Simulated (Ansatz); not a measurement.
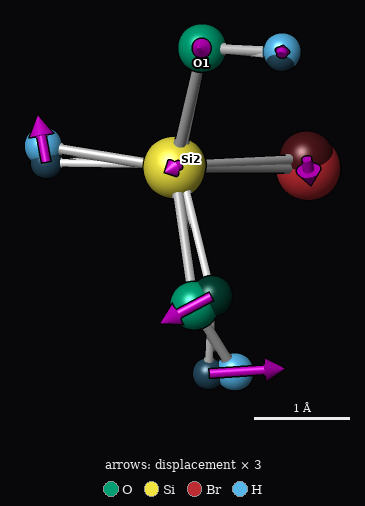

A relaxation of SiH3O2Br (coarse preliminary run). The starting structure is drawn faded, the final one solid; purple arrows show the displacements, 3 times their true length. The two geometries are superimposed by the best rigid fit.

A ball-and-stick model, seen from a free direction.

The start comes from a force field.

All numbers below come from RKS PBE-D4/def2-SVP (Ansatz 0.2.0). Set-up: force threshold 0.03 eV/Å; at most 200 steps.

### What happened in the run?

The energy falls by 0.285 eV in 9 accepted moves (11 points after the start). The largest force component goes from 2.3 to 0.018 eV/Å. The line search rejected the trial steps at points 6, 10 of the run. The atom that moves furthest after the best rigid fit is an H atom (0.28 Å). By element the largest moves are H 0.28 Å, O 0.21 Å, Br 0.13 Å, Si 0.08 Å. Among the contacts that change: Br–Si 2.123 → 2.257 Å, O–Si 1.604 → 1.658 Å, H–O 1.013 → 0.974 Å, O–Si 1.648 → 1.668 Å. Bond angles that change, for instance: O–Si–H 109.5° → 105.3°, O–Si–H 111.4° → 114.3°, Br–Si–H 110.9° → 108.2°. Groups turn about O–Si by about 35°.
